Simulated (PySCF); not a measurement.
# [Ce(H2O)5]3+: a change of charge

How does [Ce(H2O)5]3+ respond at fixed geometry? The runs cover a change of charge. It is a constructed species; whether it can be made isn't addressed.

Program: PySCF 2.14.0. Level of theory: PBE0, Ce def2-SVP with ECP28, O def2-SVP, H def2-SVP; scalar-relativistic core potentials, no spin–orbit coupling. These are calculated values, not measurements.

3 further runs of the same task are left out: 1 for a known fault of the program, 2 that didn't finish. Runs told in other sessions of the task aren't counted.

## (1) Where the work starts

16 atoms, charge 3, spin multiplicity 2.

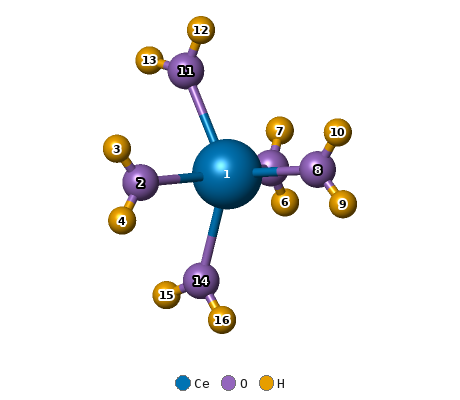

The geometry (cerium blue, oxygen purple, hydrogen amber); atoms are numbered from 1 in the order of the file.

As a file:

| atom | x (Å) | y (Å) | z (Å) |
| --- | --- | --- | --- |
| Ce1 | 0.1144 | 0.0000 | 0.0000 |
| O2 | -0.4570 | 0.0000 | 2.3490 |
| H3 | -0.5833 | 0.7688 | 2.9400 |
| H4 | -0.5833 | -0.7688 | 2.9400 |
| O5 | -0.4570 | 0.0000 | -2.3490 |
| H6 | -0.5833 | -0.7688 | -2.9400 |
| H7 | -0.5833 | 0.7688 | -2.9400 |
| O8 | 2.5112 | -0.0001 | 0.0000 |
| H9 | 3.1194 | -0.7683 | 0.0000 |
| H10 | 3.1194 | 0.7681 | 0.0000 |
| O11 | -0.7811 | 2.2461 | 0.0000 |
| H12 | -0.3034 | 3.1009 | 0.0000 |
| H13 | -1.7238 | 2.5112 | 0.0000 |
| O14 | -0.7813 | -2.2460 | 0.0000 |
| H15 | -1.7240 | -2.5111 | 0.0000 |
| H16 | -0.3036 | -3.1009 | 0.0000 |

Formal oxidation states: Ce +3. An earlier session relaxed this geometry at PBE0, Ce def2-SVP with ECP28, O def2-SVP, H def2-SVP (doublet, point group C2v).

Its energy there is -855.579764 Eh.

## (2) One electron removed, multiplicity 1

File run.py (the lines that set the calculation):

```python
mol = gto.M(atom='''
Ce     0.11440     0.00000     0.00000
O     -0.45704     0.00002     2.34898
H     -0.58327     0.76880     2.94004
H     -0.58333    -0.76876     2.94004
O     -0.45704     0.00002    -2.34898
H     -0.58333    -0.76876    -2.94004
H     -0.58327     0.76880    -2.94004
O      2.51124    -0.00010     0.00000
H      3.11936    -0.76830     0.00000
H      3.11942     0.76805     0.00000
O     -0.78109     2.24606     0.00000
H     -0.30338     3.10094     0.00000
H     -1.72378     2.51125     0.00000
O     -0.78127    -2.24600     0.00000
H     -1.72398    -2.51111     0.00000
H     -0.30362    -3.10092     0.00000''',
    basis={'Ce': 'def2-SVP', 'O': 'def2-SVP', 'H': 'def2-SVP'},
    ecp={'Ce': 'def2-SVP'},
    charge=4, spin=0)
mf = dft.RKS(mol, xc='PBE0')
mf.grids.atom_grid = (50, 194)  # f atoms: unpruned, at least (60, 302)
mf = mf.density_fit()  # fitting sets: Ce def2-universal-JKFIT, O def2-universal-JKFIT, H def2-universal-JKFIT
mf.conv_tol = 1e-08; mf.max_cycle = 55
mf.kernel(dm0)  # dm0: the density of the relaxed state
```

Started as:

```sh
> OMP_NUM_THREADS=4 python run.py
```

The program printed:

```text
init E= -855.507894083502
  HOMO = -0.841098896590991  LUMO = -0.640087659726365  gap/eV = 5.46979
cycle= 1 E= -854.491099351002  delta_E= 1.02  |g|= 1.06  |ddm|= 0.678
  HOMO = -1.2060963454319  LUMO = -1.19679411611199  gap/eV = 0.25313
cycle= 2 E= -782.516466780159  delta_E=   72  |g|= 23.8  |ddm|= 5.56
  HOMO = -1.11509684614856  LUMO = -1.10931304237331  gap/eV = 0.15739
cycle= 3 E= -826.538474203268  delta_E=  -44  |g|=   16  |ddm|= 3.18
  HOMO = -1.08796521835246  LUMO = -1.07785770389031  gap/eV = 0.27504
cycle= 4 E= -838.245965589537  delta_E= -11.7  |g|= 13.3  |ddm|= 1.18
  HOMO = -1.08480832016871  LUMO = -1.07765549969766  gap/eV = 0.19464
cycle= 5 E= -840.610406957665  delta_E= -2.36  |g|= 12.4  |ddm|= 0.288
  HOMO = -1.07170985739721  LUMO = -1.06510781543058  gap/eV = 0.17965
cycle= 6 E= -853.234436621771  delta_E= -12.6  |g|= 3.55  |ddm|= 2.28
  HOMO = -1.04039531437963  LUMO = -0.984585041690155  gap/eV = 1.51867
cycle= 7 E= -854.669421539882  delta_E= -1.43  |g|= 0.374  |ddm|= 1.33
  HOMO = -1.02030993615046  LUMO = -0.939475968843954  gap/eV = 2.19960
cycle= 8 E= -854.684179851997  delta_E= -0.0148  |g|= 0.275  |ddm|= 0.454
  HOMO = -1.04092933759626  LUMO = -0.931899988584303  gap/eV = 2.96684
cycle= 9 E= -854.698051369055  delta_E= -0.0139  |g|= 0.0653  |ddm|= 0.183
  HOMO = -1.04510480819842  LUMO = -0.937258712782955  gap/eV = 2.93464
cycle= 10 E= -854.698655470124  delta_E= -0.000604  |g|= 0.0285  |ddm|= 0.0403
  HOMO = -1.04531550550217  LUMO = -0.93851688214911  gap/eV = 2.90614
cycle= 11 E= -854.698811815537  delta_E= -0.000156  |g|= 0.00257  |ddm|= 0.0184
  HOMO = -1.04539229527476  LUMO = -0.93840763583401  gap/eV = 2.91120
cycle= 12 E= -854.698817734508  delta_E= -5.92e-06  |g|= 0.00222  |ddm|= 0.00819
  HOMO = -1.04545849625387  LUMO = -0.938220494050581  gap/eV = 2.91809
cycle= 13 E= -854.698818836427  delta_E= -1.1e-06  |g|= 0.00198  |ddm|= 0.00294
  HOMO = -1.04546381075845  LUMO = -0.938184077678719  gap/eV = 2.91923
cycle= 14 E= -854.698820659672  delta_E= -1.82e-06  |g|= 0.000446  |ddm|= 0.00448
  HOMO = -1.04546278689841  LUMO = -0.938159954449555  gap/eV = 2.91986
cycle= 15 E= -854.698820861639  delta_E= -2.02e-07  |g|= 0.000153  |ddm|= 0.00177
  HOMO = -1.04545915503929  LUMO = -0.938150459679977  gap/eV = 2.92002
cycle= 16 E= -854.69882088811  delta_E= -2.65e-08  |g|= 6.59e-05  |ddm|= 0.00067
  HOMO = -1.04545601868513  LUMO = -0.938136566420125  gap/eV = 2.92031
cycle= 17 E= -854.698820892606  delta_E= -4.5e-09  |g|= 1.59e-05  |ddm|= 0.000312
  HOMO = -1.04545594840897  LUMO = -0.938132551396794  gap/eV = 2.92042
Extra cycle  E= -854.69882089249  delta_E= 1.16e-10  |g|= 3.81e-05  |ddm|= 4.56e-05
converged SCF energy = -854.69882089249
```

Wall time 11 s (4 threads of Arm Neoverse V1, shared host).

Read off: E = -854.698821 Eh (+23.972 eV from the relaxed state), HOMO -28.45 eV, LUMO -25.53 eV, Mulliken charge on Ce1 +2.00 e. 

## (3) One electron removed, multiplicity 3

Edit run.py (the lines that set the calculation) of step 2 so:

```diff
@@ -19,4 +19,4 @@
     ecp={'Ce': 'def2-SVP'},
-    charge=4, spin=0)
-mf = dft.RKS(mol, xc='PBE0')
+    charge=4, spin=2)
+mf = dft.UKS(mol, xc='PBE0')
 mf.grids.atom_grid = (50, 194)  # f atoms: unpruned, at least (60, 302)
```

Started as:

```sh
> OMP_NUM_THREADS=4 python run.py
```

The program printed:

```text
init E= -855.579763642148
cycle= 1 E= -854.627016667821  delta_E= 0.953  |g|= 0.292  |ddm|= 0.647
cycle= 2 E= -854.505919933714  delta_E= 0.121  |g|= 0.626  |ddm|= 0.77
cycle= 3 E= -854.65616841285  delta_E= -0.15  |g|= 0.171  |ddm|= 0.638
cycle= 4 E= -854.664016635276  delta_E= -0.00785  |g|= 0.0986  |ddm|= 0.261
cycle= 5 E= -854.666189155105  delta_E= -0.00217  |g|= 0.0762  |ddm|= 0.169
cycle= 6 E= -854.668780244786  delta_E= -0.00259  |g|= 0.00803  |ddm|= 0.0763
cycle= 7 E= -854.668809306386  delta_E= -2.91e-05  |g|= 0.00625  |ddm|= 0.0127
cycle= 8 E= -854.668821322157  delta_E= -1.2e-05  |g|= 0.00411  |ddm|= 0.0052
cycle= 9 E= -854.6688281506  delta_E= -6.83e-06  |g|= 0.00188  |ddm|= 0.00341
cycle= 10 E= -854.668829688819  delta_E= -1.54e-06  |g|= 0.000652  |ddm|= 0.00147
cycle= 11 E= -854.668829808914  delta_E= -1.2e-07  |g|= 0.000459  |ddm|= 0.000695
cycle= 12 E= -854.668829900088  delta_E= -9.12e-08  |g|= 0.000146  |ddm|= 0.000483
cycle= 13 E= -854.668829908376  delta_E= -8.29e-09  |g|= 7.23e-05  |ddm|= 0.000146
Extra cycle  E= -854.668829884121  delta_E= 2.43e-08  |g|= 0.000235  |ddm|= 0.0003
converged SCF energy = -854.668829884121  <S^2> = 2.0063888  2S+1 = 3.0042562
```

Run time: 16 s. Hardware: 4 threads of Arm Neoverse V1, shared host.

Read off: E = -854.668830 Eh (+24.788 eV from the relaxed state), HOMO -26.62 eV, LUMO -26.65 eV (over both spins), ⟨S²⟩ = 2.006, Mulliken charge on Ce1 +1.81 e. An empty level of one spin lies below a filled level of the other.

## (4) One electron added, multiplicity 1

Edit run.py (the lines that set the calculation) of step 3 so:

```diff
@@ -19,4 +19,4 @@
     ecp={'Ce': 'def2-SVP'},
-    charge=4, spin=2)
-mf = dft.UKS(mol, xc='PBE0')
+    charge=2, spin=0)
+mf = dft.RKS(mol, xc='PBE0')
 mf.grids.atom_grid = (50, 194)  # f atoms: unpruned, at least (60, 302)
```

Started as:

```sh
> OMP_NUM_THREADS=4 python run.py
```

The program printed:

```text
init E= -855.507894083502
  HOMO = -0.640087659726365  LUMO = -0.549598303781294  gap/eV = 2.46234
cycle= 1 E= -855.794430111823  delta_E= -0.287  |g|= 1.06  |ddm|= 0.658
  HOMO = -0.271189212846839  LUMO = -0.232349953115885  gap/eV = 1.05687
cycle= 2 E= -854.678612146452  delta_E= 1.12  |g|=  2.7  |ddm|=  4.1
  HOMO = -0.357922208225151  LUMO = -0.314983012838962  gap/eV = 1.16844
cycle= 3 E= -855.921736009513  delta_E= -1.24  |g|= 0.504  |ddm|= 3.84
  HOMO = -0.294949209752878  LUMO = -0.2782072688917  gap/eV = 0.45557
cycle= 4 E= -855.231657955063  delta_E= 0.69  |g|= 1.75  |ddm|= 2.93
  HOMO = -0.308098961245164  LUMO = -0.300501581947841  gap/eV = 0.20674
cycle= 5 E= -855.954707740735  delta_E= -0.723  |g|= 0.209  |ddm|=  2.9
  HOMO = -0.288505674106375  LUMO = -0.265450766156866  gap/eV = 0.62736
cycle= 6 E= -855.207166804707  delta_E= 0.748  |g|= 1.78  |ddm|= 2.97
  HOMO = -0.288699218477117  LUMO = -0.272919044976535  gap/eV = 0.42940
cycle= 7 E= -855.217527139057  delta_E= -0.0104  |g|= 1.76  |ddm|= 0.0806
  HOMO = -0.289386252477489  LUMO = -0.276247774348118  gap/eV = 0.35752
cycle= 8 E= -855.224507643083  delta_E= -0.00698  |g|= 1.75  |ddm|= 0.0435
  HOMO = -0.289257588319325  LUMO = -0.275523056307099  gap/eV = 0.37374
cycle= 9 E= -855.223722332868  delta_E= 0.000785  |g|= 1.75  |ddm|= 0.0106
  HOMO = -0.289234665652374  LUMO = -0.275390135802725  gap/eV = 0.37673
cycle= 10 E= -855.223525487988  delta_E= 0.000197  |g|= 1.75  |ddm|= 0.00234
  HOMO = -0.289224609062313  LUMO = -0.275131964748839  gap/eV = 0.38348
...
cycle= 29 E= -855.971674503294  delta_E= -9.43e-05  |g|= 0.0086  |ddm|= 0.0378
  HOMO = -0.316952525138152  LUMO = -0.290085157048729  gap/eV = 0.73110
cycle= 30 E= -855.971442159011  delta_E= 0.000232  |g|= 0.00522  |ddm|= 0.125
  HOMO = -0.316548322185909  LUMO = -0.290093708118434  gap/eV = 0.71987
cycle= 31 E= -855.9714056304  delta_E= 3.65e-05  |g|= 0.00547  |ddm|= 0.0521
  HOMO = -0.316776480457531  LUMO = -0.290148838474241  gap/eV = 0.72458
cycle= 32 E= -855.971404794322  delta_E= 8.36e-07  |g|= 0.00357  |ddm|= 0.0266
  HOMO = -0.316910977621657  LUMO = -0.290238646711014  gap/eV = 0.72579
cycle= 33 E= -855.971406316734  delta_E= -1.52e-06  |g|= 0.00192  |ddm|= 0.00203
  HOMO = -0.317039602158626  LUMO = -0.290352385283832  gap/eV = 0.72620
cycle= 34 E= -855.971406884714  delta_E= -5.68e-07  |g|= 0.000253  |ddm|= 0.00799
  HOMO = -0.317035260653004  LUMO = -0.290366852650664  gap/eV = 0.72568
cycle= 35 E= -855.971406971457  delta_E= -8.67e-08  |g|= 0.000177  |ddm|= 0.00191
  HOMO = -0.317013538299271  LUMO = -0.290361377795957  gap/eV = 0.72524
cycle= 36 E= -855.971406991767  delta_E= -2.03e-08  |g|= 7.39e-05  |ddm|= 0.00308
  HOMO = -0.3169944432893  LUMO = -0.290352053574111  gap/eV = 0.72498
cycle= 37 E= -855.971406967125  delta_E= 2.46e-08  |g|= 0.000167  |ddm|= 0.00143
  HOMO = -0.317006381685228  LUMO = -0.290359152631531  gap/eV = 0.72511
cycle= 38 E= -855.971406974892  delta_E= -7.77e-09  |g|= 3.67e-05  |ddm|= 0.000499
  HOMO = -0.317016005145913  LUMO = -0.290360028155533  gap/eV = 0.72535
Extra cycle  E= -855.971406979896  delta_E= -5e-09  |g|= 7.42e-05  |ddm|= 0.000486
converged SCF energy = -855.971406979896
```

It took 22 s on 4 threads of Arm Neoverse V1, shared host.

Result: E = -855.971407 Eh (-10.657 eV from the relaxed state), HOMO -8.63 eV, LUMO -7.90 eV, Mulliken charge on Ce1 +1.08 e. The gap is small, and the closed shell wasn't tested for a lower spin-broken solution.

## (5) One electron added, multiplicity 3

Edit run.py (the lines that set the calculation) of step 4 so:

```diff
@@ -19,4 +19,4 @@
     ecp={'Ce': 'def2-SVP'},
-    charge=2, spin=0)
-mf = dft.RKS(mol, xc='PBE0')
+    charge=2, spin=2)
+mf = dft.UKS(mol, xc='PBE0')
 mf.grids.atom_grid = (50, 194)  # f atoms: unpruned, at least (60, 302)
```

Started as:

```sh
> OMP_NUM_THREADS=4 python run.py
```

The program printed:

```text
init E= -855.579763642148
  HOMO = -0.561667021634  LUMO = -0.537322707277  gap/eV = 0.66244
cycle= 1 E= -855.859837959933  delta_E= -0.28  |g|= 0.737  |ddm|= 0.74
cycle= 2 E= -854.686274533918  delta_E= 1.17  |g|= 1.88  |ddm|= 2.72
  HOMO = -0.395912804525  LUMO = -0.301902358297  gap/eV = 2.55815
cycle= 3 E= -855.98636416662  delta_E= -1.3  |g|= 0.339  |ddm|= 2.55
  HOMO = -0.354193866815  LUMO = -0.294355871958  gap/eV = 1.62827
cycle= 4 E= -856.025714637534  delta_E= -0.0394  |g|= 0.0893  |ddm|= 0.45
  HOMO = -0.343985477044  LUMO = -0.289217018045  gap/eV = 1.49033
cycle= 5 E= -856.026509785348  delta_E= -0.000795  |g|= 0.131  |ddm|= 0.229
  HOMO = -0.349923292021  LUMO = -0.290493093263  gap/eV = 1.61718
cycle= 6 E= -856.028109979297  delta_E= -0.0016  |g|= 0.103  |ddm|= 0.091
  HOMO = -0.358507466297  LUMO = -0.292571840771  gap/eV = 1.79420
cycle= 7 E= -856.030539213965  delta_E= -0.00243  |g|= 0.0403  |ddm|= 0.0779
  HOMO = -0.366336173437  LUMO = -0.293829977781  gap/eV = 1.97299
cycle= 8 E= -856.030979384078  delta_E= -0.00044  |g|= 0.00708  |ddm|= 0.0708
  HOMO = -0.366099704028  LUMO = -0.293662951905  gap/eV = 1.97110
cycle= 9 E= -856.030999804858  delta_E= -2.04e-05  |g|= 0.0031  |ddm|= 0.00775
  HOMO = -0.365779723104  LUMO = -0.293420299117  gap/eV = 1.96900
cycle= 10 E= -856.031011219647  delta_E= -1.14e-05  |g|= 0.000855  |ddm|= 0.0122
  HOMO = -0.365641986485  LUMO = -0.29334262958  gap/eV = 1.96737
cycle= 11 E= -856.031014515785  delta_E= -3.3e-06  |g|= 0.00059  |ddm|= 0.00873
  HOMO = -0.365660508896  LUMO = -0.293351225011  gap/eV = 1.96764
cycle= 12 E= -856.03101502336  delta_E= -5.08e-07  |g|= 0.000396  |ddm|= 0.00283
  HOMO = -0.365696256797  LUMO = -0.293362113664  gap/eV = 1.96831
cycle= 13 E= -856.031015176358  delta_E= -1.53e-07  |g|= 0.000159  |ddm|= 0.000883
  HOMO = -0.365718635812  LUMO = -0.293366683591  gap/eV = 1.96880
cycle= 14 E= -856.031015306008  delta_E= -1.3e-07  |g|= 9.91e-05  |ddm|= 0.00126
  HOMO = -0.365728452289  LUMO = -0.293367809843  gap/eV = 1.96903
cycle= 15 E= -856.03101535396  delta_E= -4.8e-08  |g|= 9.67e-05  |ddm|= 0.000791
  HOMO = -0.365716021679  LUMO = -0.293363664558  gap/eV = 1.96881
cycle= 16 E= -856.031015379468  delta_E= -2.55e-08  |g|= 4.28e-05  |ddm|= 0.000785
  HOMO = -0.365717647082  LUMO = -0.293363681623  gap/eV = 1.96885
cycle= 17 E= -856.031015383613  delta_E= -4.14e-09  |g|= 3.16e-05  |ddm|= 0.00029
  HOMO = -0.365727386556  LUMO = -0.293365187688  gap/eV = 1.96908
Extra cycle  E= -856.031015383133  delta_E= 4.8e-10  |g|= 6.91e-05  |ddm|= 0.000116
converged SCF energy = -856.031015383133  <S^2> = 2.0010184  2S+1 = 3.0006789
```

Run time: 20 s. Hardware: 4 threads of Arm Neoverse V1, shared host.

It gives: E = -856.031015 Eh (-12.279 eV from the relaxed state), HOMO -9.95 eV, LUMO -7.98 eV (over both spins), ⟨S²⟩ = 2.001, Mulliken charge on Ce1 +1.03 e. 

## (6) The states side by side

| state | energy from the relaxed state (eV) | ⟨S²⟩ | time |
| --- | --- | --- | --- |
| charge +3, doublet, vacuum (relaxed) | 0 | 0.75 |  |
| charge +2, triplet, vacuum | -12.28 | 2.00 | 20 s |
| charge +2, singlet, vacuum | -10.66 | 0.00 | 22 s |
| charge +4, singlet, vacuum | 23.97 | 0.00 | 11 s |
| charge +4, triplet, vacuum | 24.79 | 2.01 | 16 s |

An electron taken off or put on is at rest in vacuum. 

Removing an electron vertically costs 23.97 eV (singlet), against −HOMO = 21.21 eV. Adding an electron vertically releases 12.28 eV (triplet). These are double-zeta-type bases without diffuse functions. Spin–orbit coupling is left out for this open shell, where it can reorder the states. Open shells may have lower solutions than the one found.
